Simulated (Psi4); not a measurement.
**BH3O2 (SMILES OBO) at CCSD/6-31G(d,p) (Cholesky decomposition, Cholesky for correlation, Cartesian functions)**

Aim: the energy change on altering one bond length of BH3O2 at CCSD/6-31G** (Cholesky decomposition, Cholesky for correlation, Cartesian functions), from 2 runs. 

Program for the calculation: Psi4 1.11.

2 further runs of the same task are left out: 1 that didn't finish, 1 set aside as unsound or not needed.

## Step 1: The molecule

BH3O2 has 6 atoms, charge 0, and is taken as a singlet. As SMILES, `OBO`. The coordinates come from a PBE0-D4/def2-TZVP (4 decimals) relaxation. This is one conformer, not always the lowest.

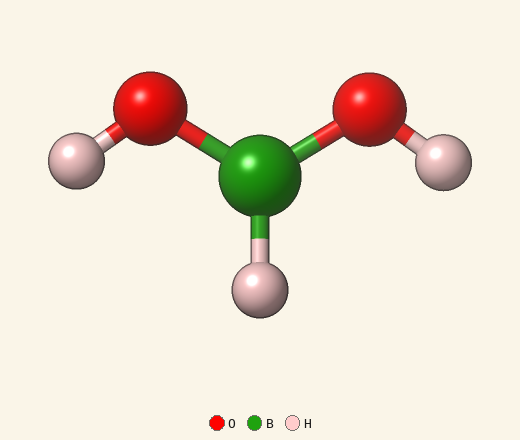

The structure, seen from a chosen angle (oxygen red, boron green, hydrogen pink).

## Step 2: The energy at CCSD/6-31G(d,p) (Cholesky decomposition, Cholesky for correlation, Cartesian functions)

Contents of bh3o2.sdf:

```

     RDKit          3D

  6  5  0  0  0  0  0  0  0  0999 V2000
   -1.1762   -0.5245   -0.2518 O   0  0  0  0  0  0  0  0  0  0  0  0
    0.0495    0.0281   -0.0729 B   0  0  0  0  0  0  0  0  0  0  0  0
    0.5806   -0.0538    1.1725 O   0  0  0  0  0  0  0  0  0  0  0  0
   -1.4947   -0.4335   -1.1506 H   0  0  0  0  0  0  0  0  0  0  0  0
    0.6378    0.5656   -0.9761 H   0  0  0  0  0  0  0  0  0  0  0  0
    1.4452    0.3541    1.2328 H   0  0  0  0  0  0  0  0  0  0  0  0
  2  1  1  0
  3  2  1  0
  4  1  1  0
  5  2  1  0
  6  3  1  0
M  END
$$$$
```

Contents of run.py:

```python
import psi4
from rdkit import Chem

psi4.set_memory(1600000000)
psi4.set_num_threads(1)
psi4.set_output_file('bh3o2.out', False)

rd = Chem.SDMolSupplier('bh3o2.sdf', removeHs=False, sanitize=False)[0]
xyz = rd.GetConformer().GetPositions()
atoms = '\n'.join(f'{a.GetSymbol()} {x:.4f} {y:.4f} {z:.4f}' for a, (x, y, z) in zip(rd.GetAtoms(), xyz))
m = psi4.geometry('0 1\n' + atoms + '\nsymmetry c1')

psi4.set_options({
    'basis': '6-31G**',
    'freeze_core': True,
    'scf_type': 'cd',
    'cc_type': 'cd',
})

e_tot, wfn = psi4.energy("ccsd", return_wfn=True)
print(f'ccsd energy: {e_tot:.10f} Eh')
```

Launch:

```
$ python run.py
```

bh3o2.out:

```text
[...]
  Running in c1 symmetry.
[...]
  Nuclear repulsion =   66.705244531398947
[...]
  Multiplicity = 1
[...]
  Nalpha       = 12
  Nbeta        = 12
[...]
    Number of basis functions: 60
[...]
   @RHF iter   1:  -176.15561320655155   -8.34604e-01   8.66655e-03 DIIS/ADIIS
[...]
   @RHF iter  10:  -176.26429803543579   -1.05160e-11   8.18999e-09 DIIS
[...]
    Orbital Energies [Eh]
    ---------------------
    Doubly Occupied:
       1A    -20.571311     2A    -20.571299     3A     -7.638426
       4A     -1.377361     5A     -1.343318     6A     -0.783523
       7A     -0.667835     8A     -0.659171     9A     -0.579937
      10A     -0.563233    11A     -0.491870    12A     -0.479329
[...]
  @RHF Final Energy:  -176.26429803543579
   => Energetics <=
    Nuclear Repulsion Energy =             66.7052445313989466
    One-Electron Energy =                -374.4858580456094614
    Two-Electron Energy =                 131.5163154787747430
    Total Energy =                       -176.2642980354357860
[...]
 Multipole Moments:
 ------------------------------------------------------------------------------------
     Multipole            Electronic (a.u.)      Nuclear  (a.u.)        Total (a.u.)
 ------------------------------------------------------------------------------------
 L = 1.  Multiply by 2.5417464519 to convert [e a0] to [Debye]
 Dipole X            :         -0.3294024            0.8419988            0.5125963
 Dipole Y            :         -0.3009142            0.7692828            0.4683686
 Dipole Z            :          0.5055226           -1.2927503           -0.7872277
 Magnitude           :                                                    1.0496912
[...]
      * MP2 total energy:                  -176.714825227774
[...]
      * CCSD total energy:                 -176.732952762475
[...]
```

The script printed:

```text
ccsd energy: -176.7329527625 Eh
```

Wall time 5.7 s (1 thread of Intel Xeon Platinum 8259CL at 2.50GHz (Skylake/Cascade Lake), shared host); peak memory 0.24 GiB.

## Step 3: The distorted shape, same level

Contents of bh3o2.inp:

```
memory 1600 mb

molecule {
  0 1
  O     -3.72816319    -0.75900661    -4.00607010
  B     -1.41192588     0.28525605    -3.66799809
  O      1.09717499    -0.10166727     2.21570388
  H     -4.33004096    -0.58704153    -5.70455594
  H     -0.30020000     1.30098384    -5.37479873
  H      2.73103220     0.66915202     2.32965437
  units bohr
  symmetry c1
}

set globals {
  basis 6-31G**
  freeze_core true
  scf_type cd
  cc_type cd
}

e_tot, wfn = energy("ccsd", return_wfn=True)
```

Launch:

```
$ psi4 -i bh3o2.inp -o bh3o2.out -n 1
```

bh3o2.out:

```text
[...]
  Running in c1 symmetry.
[...]
  Nuclear repulsion =   48.088841219051496
[...]
  Multiplicity = 1
[...]
  Nalpha       = 12
  Nbeta        = 12
[...]
    Number of basis functions: 60
[...]
   @RHF iter   1:  -175.66131743421826   -1.11365e+00   1.22072e-02 ADIIS/DIIS
[...]
   @RHF iter  15:  -175.93119891424161   -2.95870e-11   9.82707e-09 DIIS
[...]
    Orbital Energies [Eh]
    ---------------------
    Doubly Occupied:
       1A    -20.686211     2A    -20.454266     3A     -7.808645
       4A     -1.464999     5A     -1.143664     6A     -0.844409
       7A     -0.737569     8A     -0.626132     9A     -0.624283
      10A     -0.491670    11A     -0.363960    12A     -0.273051
[...]
  @RHF Final Energy:  -175.93119891424161
   => Energetics <=
    Nuclear Repulsion Energy =             48.0888412190514956
    One-Electron Energy =                -337.0023615136166768
    Two-Electron Energy =                 112.9823213803235546
    Total Energy =                       -175.9311989142416053
[...]
 Multipole Moments:
 ------------------------------------------------------------------------------------
     Multipole            Electronic (a.u.)      Nuclear  (a.u.)        Total (a.u.)
 ------------------------------------------------------------------------------------
 L = 1.  Multiply by 2.5417464519 to convert [e a0] to [Debye]
 Dipole X            :         -1.8703454            1.0427731           -0.8275722
 Dipole Y            :         -0.1900459            0.7383218            0.5482759
 Dipole Z            :         -2.6471356           -0.8219456           -3.4690812
 Magnitude           :                                                    3.6083247
[...]
      * MP2 total energy:                  -176.440554348437
[...]
      * CCSD total energy:                 -176.472541205369
[...]
```

It took 8.1 s on 1 thread of Intel Xeon Platinum 8259CL at 2.50GHz (Skylake/Cascade Lake), shared host; peak memory 0.21 GiB.

## Step 4: Outcome

Level: CCSD/6-31G** (Cholesky decomposition, Cholesky for correlation, Cartesian functions), 3 core orbitals frozen.

```
                                                         quantity          value
                                        first shape: total energy  -176.73295 Eh
                 first shape: HOMO energy (Hartree–Fock orbitals)      -13.04 eV
                 first shape: LUMO energy (Hartree–Fock orbitals)        5.57 eV
               first shape: HOMO–LUMO gap (Hartree–Fock orbitals)       18.61 eV
         first shape: correlation energy (3 core orbitals frozen)     -468.7 mEh
                                       first shape: T1 diagnostic          0.014
                                    distorted shape: total energy  -176.47254 Eh
             distorted shape: HOMO energy (Hartree–Fock orbitals)       -7.43 eV
             distorted shape: LUMO energy (Hartree–Fock orbitals)       -0.88 eV
           distorted shape: HOMO–LUMO gap (Hartree–Fock orbitals)        6.55 eV
     distorted shape: correlation energy (3 core orbitals frozen)     -541.3 mEh
                                   distorted shape: T1 diagnostic          0.086
energy change with the B2–O3 bond stretched from 1.356 to 3.391 Å       7.086 eV
```

In words: With the B2–O3 bond stretched from 1.356 to 3.391 Å the energy rises by 7.09 eV (684 kJ/mol). The first shape isn't relaxed at this level, so the change isn't measured from a minimum. The T1 diagnostic (distorted shape) of 0.086 is above the customary mark for such species, so a single reference may not serve.
